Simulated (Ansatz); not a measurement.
SiPH5O: several calculations on one system

### Relaxation

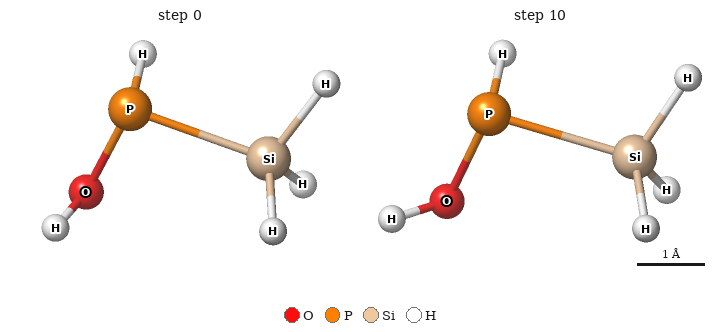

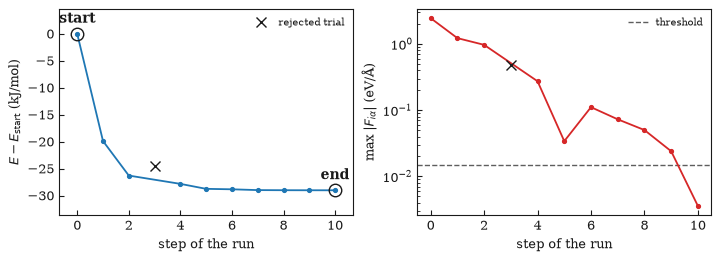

First and last geometry of a relaxation of SiPH₅O, with the history of the run. A ball-and-stick model, seen at a tilt.

The run prepares an end point of a later path (torsion) calculation, from a guessed geometry.

Method: RKS PBE/def2-mTZVP (Ansatz 0.2.0).

Input
```yaml
crystal:
  periodic: [false, false, false]
  atoms:
    - { symbol: O, position_ang: [-1.0514, 0.4096, -1.4935] }
    - { symbol: P, position_ang: [-0.3424, 1.1656, -0.2643] }
    - { symbol: Si, position_ang: [0.4805, -0.6007, 0.8049] }
    - { symbol: H, position_ang: [-1.9844, 0.3451, -1.3234] }
    - { symbol: H, position_ang: [0.8581, 1.5323, -0.9442] }
    - { symbol: H, position_ang: [1.3914, -0.1024, 1.9121] }
    - { symbol: H, position_ang: [1.3189, -1.4388, -0.1228] }
    - { symbol: H, position_ang: [-0.5787, -1.3679, 1.3753] }
basis:
  gaussian: { orbitals: def2-mTZVP }
hamiltonian:
  xc: pbe
relax:
  f_tol: 0.015
  max_steps: 40
```

Command:
```bash
ansatz run input.yaml --threads 1 --pin off --max-ram 2048MiB --backend cpu --events-out ev --progress --plain --runs-dir out
```

### Read the history and describe the run.

It converged. The atom that moves furthest after the best rigid fit is H4 (0.44 Å). By element the largest moves are H 0.44 Å, O 0.14 Å, P 0.12 Å, Si 0.09 Å. Some distances before and after: O1–P2 1.608 → 1.710 Å, Si3–H8 1.427 → 1.496 Å, P2–Si3 2.223 → 2.288 Å, O1–H4 0.951 → 0.975 Å. Bond angles that change, for instance: Si3–P2–H5 97.0° → 93.3°, P2–Si3–H7 110.6° → 112.9°, H6–Si3–H7 107.3° → 109.5°. Groups turn about O1–P2 by about 35°. After 9 accepted moves (10 points after the start) the energy has fallen by 29.0 kJ/mol. The largest force component goes from 2.5 to 0.0036 eV/Å. The line search rejected the trial step at point 3 of the run.

| step | E − E(0), kJ/mol | largest force component, eV/Å | note |
| --- | --- | --- | --- |
| 0 | 0.00 | 2.4570 |  |
| 1 | -19.89 | 1.2261 |  |
| 2 | -26.29 | 0.9706 |  |
| 3 | -24.55 | 0.4851 | rejected |
| 4 | -27.83 | 0.2735 |  |
| 5 | -28.76 | 0.0340 |  |
| 6 | -28.84 | 0.1110 |  |
| 7 | -28.99 | 0.0728 |  |
| 8 | -29.01 | 0.0501 |  |
| 9 | -29.02 | 0.0240 |  |
| 10 | -29.02 | 0.0036 |  |

### Relaxation

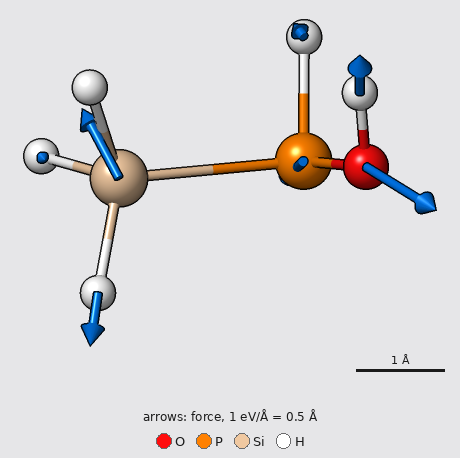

Starting geometry of SiPH₅O with the computed forces as blue arrows. The picture is a ball-and-stick view, seen from a free direction.

The run prepares an end point of a later path (torsion) calculation, from a guessed geometry.

Computed with RKS PBE/def2-mTZVP in Ansatz 0.2.0. Settings: no spin polarisation; force threshold 0.015 eV/Å; at most 40 steps.

Is this structure relaxed? If not, where do the atoms go?

Answer. It isn't relaxed: the largest force vector, on the P atom, is 2.78 eV/Å. The final displacements have little in common with the starting forces (cosine between the two patterns 0.25). After 6 geometry steps the energy has fallen by 7.89 kcal/mol. The largest force component goes from 2.3 to 0.0043 eV/Å. The atom that moves furthest after the best rigid fit is an H atom (0.26 Å). Largest moves by element: H 0.26 Å, O 0.22 Å, P 0.09 Å, Si 0.03 Å. Among the contacts that change: O–P 1.608 → 1.697 Å, P–Si 2.223 → 2.296 Å, H–Si 1.427 → 1.496 Å, H–O 0.951 → 0.977 Å. Bond angles that change, for instance: Si–P–H 97.0° → 92.5°, O–P–H 97.3° → 101.0°, P–O–H 109.1° → 112.6°. Groups turn about O–P by about 30°. Cost: 18 s on 1 thread of Arm Neoverse V1, with other jobs on the host, peak memory 0.14 GiB.

### Path

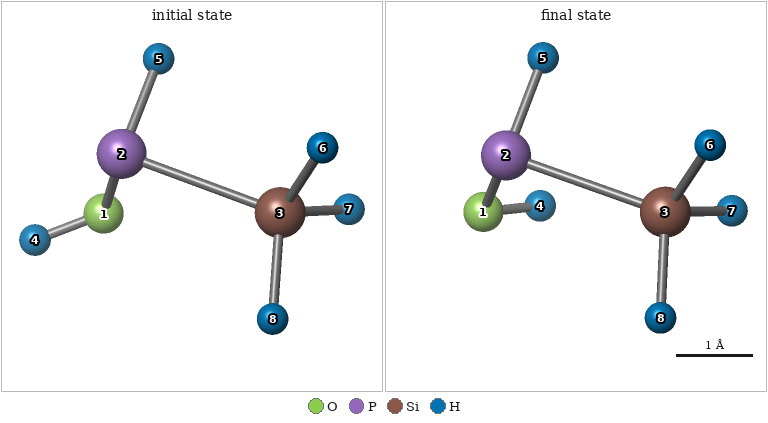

The two relaxed end points of a path for SiPH$_{5}$O. The picture is a ball-and-stick view, seen at a tilt.

Computed with Ansatz, RKS PBE/def2-mTZVP.

The input:
```yaml
crystal:
  periodic: [false, false, false]
  atoms:
    - { symbol: O, position_ang: [-1.111047, 0.285626, -1.534018] }
    - { symbol: P, position_ang: [-0.448704, 1.130664, -0.203205] }
    - { symbol: Si, position_ang: [0.558565, -0.633917, 0.848041] }
    - { symbol: H, position_ang: [-2.018566, 0.617739, -1.664124] }
    - { symbol: H, position_ang: [0.778616, 1.566499, -0.826174] }
    - { symbol: H, position_ang: [1.518291, -0.062533, 1.849885] }
    - { symbol: H, position_ang: [1.297673, -1.531516, -0.096532] }
    - { symbol: H, position_ang: [-0.482828, -1.429763, 1.570228] }
basis:
  gaussian: { orbitals: def2-mTZVP }
hamiltonian:
  xc: pbe
neb:
  order_check: false
  images: 5
  f_tol: 0.05
  max_iterations: 60
  initial_path: idpp
  final_atoms:
    - { symbol: O, position_ang: [-1.51358653, 0.62315624, -1.2741181] }
    - { symbol: P, position_ang: [-0.56003482, 1.27661404, -0.03196376] }
    - { symbol: Si, position_ang: [0.46753206, -0.59344321, 0.81627135] }
    - { symbol: H, position_ang: [-1.02270416, -0.01263851, -1.83021914] }
    - { symbol: H, position_ang: [0.62296347, 1.67067769, -0.76977344] }
    - { symbol: H, position_ang: [1.66038574, -0.16792535, 1.61950658] }
    - { symbol: H, position_ang: [0.9174918, -1.51247341, -0.28551568] }
    - { symbol: H, position_ang: [-0.48004756, -1.34116848, 1.69991319] }
```

Launched with:
```bash
ansatz run input.yaml --threads 1 --pin off --max-ram 2048MiB --backend cpu --events-out ev --progress --plain --runs-dir out
```

> Predict the minimum-energy path and its barrier.

Forward barrier 0.138 eV, backward barrier 0.116 eV, with image 3 at the top; the reaction energy is +0.023 eV. The motion is a rotation about the O1–P2 bond by about 175°. No bond forms or breaks between the ends. Bond angles that change up to the highest image, for instance: P2–O1–H4 107.2° → 110.5°. The band converged in 9 iterations. The largest component of the band force went from 1.5 to 0.039 eV/Å. The climbing image converged on the top of the path. Its vibrational analysis gives one imaginary mode (306i cm⁻¹), as a transition state must have.

Energies of the converged images:

```json
{"image": "0", "path (Å)": "0.00", "E (eV)": "0.000"}
{"image": "1", "path (Å)": "0.39", "E (eV)": "0.023"}
{"image": "2", "path (Å)": "0.78", "E (eV)": "0.093"}
{"image": "3", "path (Å)": "1.17", "E (eV)": "0.138"}
{"image": "4", "path (Å)": "1.52", "E (eV)": "0.097"}
{"image": "5", "path (Å)": "1.87", "E (eV)": "0.036"}
{"image": "6", "path (Å)": "2.22", "E (eV)": "0.023"}
```

The geometry at the top of the path:

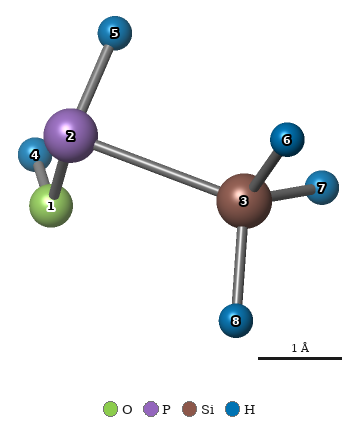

The run took 100 s on 1 thread of Arm Neoverse V1, on a shared host, peak memory 0.14 GiB.
